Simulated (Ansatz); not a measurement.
## Amorphous Si16O24C12H32

Preparation: random packing, a CHGNet melt and quench, and a DFT relaxation. O atoms were pushed apart under 1.9 Å during the dynamics, to hinder bonds among them. The hot cell started wider than the set density and was brought back towards it in steps. It is the lowest in DFT energy of 2 quenches. It is a model cell: composition and starting density were chosen by hand, and all elements were melted together. No dispersion term was used. Cycles of charging and discharging annealed it further.

Methods: PBE, scalar-relativistic without spin-orbit coupling (Ansatz, an electronic-structure program); r2SCAN, scalar-relativistic without spin-orbit coupling (Ansatz); HSE06, scalar-relativistic without spin-orbit coupling (Ansatz). Geometry, pressure, stress and energy are those of the PBE run. Its sampling: a 2×2×2 Γ-centred mesh; Fermi-Dirac width 0.02 eV; no spin polarisation. Other functionals are single points at the zone centre (r2SCAN at 500 eV; exact exchange cut at the cell's faces), free to take moments where seeds were set. At PBE the levels at the filled edge of the gap are localised (band-tail or defect states).

The number of atoms in the cell is 84, the density (held, not predicted) comes out as 1.35 g/cm^3 and the volume per atom comes out as 14.79 Å³. The pressure on a 2×2×2 Γ-centred mesh is -0.59 GPa and the largest force and stress component on that mesh (the relaxation ran on the zone centre alone) is 0.04 eV/Å and 0.9 GPa. The energy relative to CH4 gas + alpha cristobalite + 6H silicon carbide (lowest mix at this level among the phases computed, not always the ambient ones) comes out as 0.467 eV/atom and the level gap on a 2×2×2 Γ-centred mesh (PBE) is 2.22 eV. The level gap at the zone centre (PBE) is 2.26 eV and the level gap at the zone centre (r2SCAN) is 2.59 eV. The level gap at the zone centre (HSE06) is 3.37 eV.

Cut-offs for bonds: Si-Si 2.60 Å, Si-O 1.98 Å, Si-C 2.19 Å, Si-H 1.72 Å, O-O 1.58 Å, O-C 1.66 Å, O-H 1.22 Å, C-C 1.78 Å, C-H 1.32 Å, H-H 0.90 Å. Two cations that share two anions don't count as bonded, nor two that share one unless they lie closer than Si-Si 2.38 Å, Si-C 2.00 Å, C-C 1.63 Å.

The mean coordination of Si comes out as 3.94 (1 with 3, 15 with 4), the mean coordination of O is 1.96 (2 with 1, 21 with 2, 1 with 3) and the mean coordination of C is 3.33 (1 with 2, 6 with 3, 5 with 4). The mean coordination of H is 1.00 (32 with 1) and the mean Si-O bond is 1.662 Å (spread 0.041 Å, 32 counted). The mean Si-C bond is 1.881 Å (spread 0.065 Å, 13 counted).

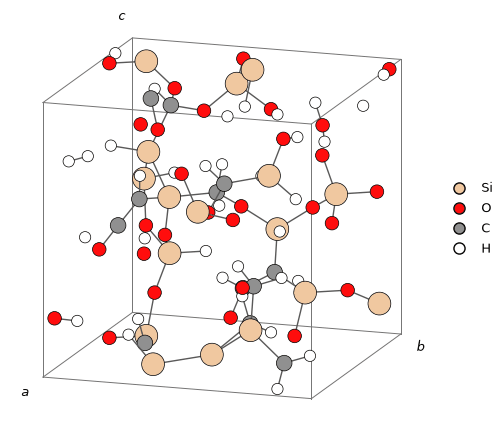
The relaxed cell

Its density started from a set value of 1.35 g/cm³. The simulated quench (nominally 420 K/ps over its main leg) is rapid and tends to freeze in more defects than a deposited or slowly cooled glass has. Values belong to this one cell and scatter from quench to quench. The volume was held where the preparation left it, at a PBE pressure of -0.6 GPa (tension). Stress components on the final sampling reach 0.9 GPa. The cell holds free molecules (1 H2). Cycles of charging lowered its energy after that relaxation.
